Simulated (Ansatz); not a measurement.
## Ligand exchange: C5H10 + B(CH3)(NH2)2 → C5H11N + BH(CH3)(NH2)

Species: C5H10 (cyclopentane) `C1CCCC1`, singlet; B(CH3)(NH2)2, singlet; C5H11N (cyclopentylamine) `NC1CCCC1`, singlet; BH(CH3)(NH2), singlet. The partners trade H for NH2: C–H and B–NH2 bonds give way to C–NH2 and B–H.

Shapes, held fixed at every level: PBE0-D4/def2-TZVP. Flexible molecules stand in one conformer, not always the lowest. Programs: Ansatz 0.2.0. Electronic energies: no zero-point or thermal term.

```
               level                   kind  ΔE (kJ/mol)  less CCSD(T)/CBS estimate
         HF/def2-SVP           Hartree–Fock       +151.3                       +3.1
    SPW92/def2-TZVPP                    LDA       +147.9                       -0.3
r2SCAN-D4/def2-TZVPP               meta-GGA       +150.9                       +2.7
 B3LYP-D4/def2-TZVPP          global hybrid       +149.6                       +1.4
  PBE0-D4/def2-TZVPP          global hybrid       +148.4                       +0.2
  CCSD(T)/def2-TZVPP  coupled cluster or CI       +146.2                       -2.0
CCSD(T)/CBS estimate  coupled cluster or CI       +148.2                        0.0
```

The highest level, CCSD(T)/CBS estimate, gives ΔE = +148.2 kJ/mol; the levels span +146.2 to +151.3. The column of differences is taken from that level and isn't an error. No measured value is set beside it here. The CBS estimate extrapolates MP2 from def2-TZVPP and def2-QZVPP and adds CCSD(T) − MP2 in the triple-zeta set, cores frozen.

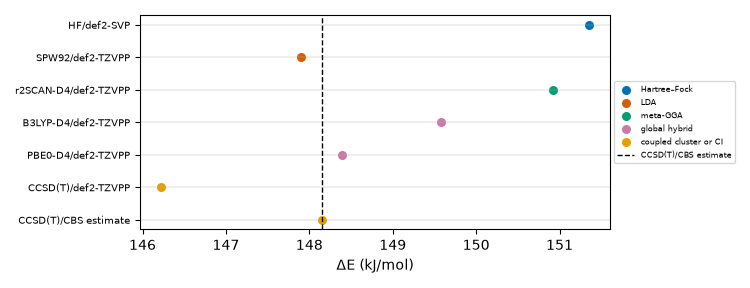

The values of the table, level by level.
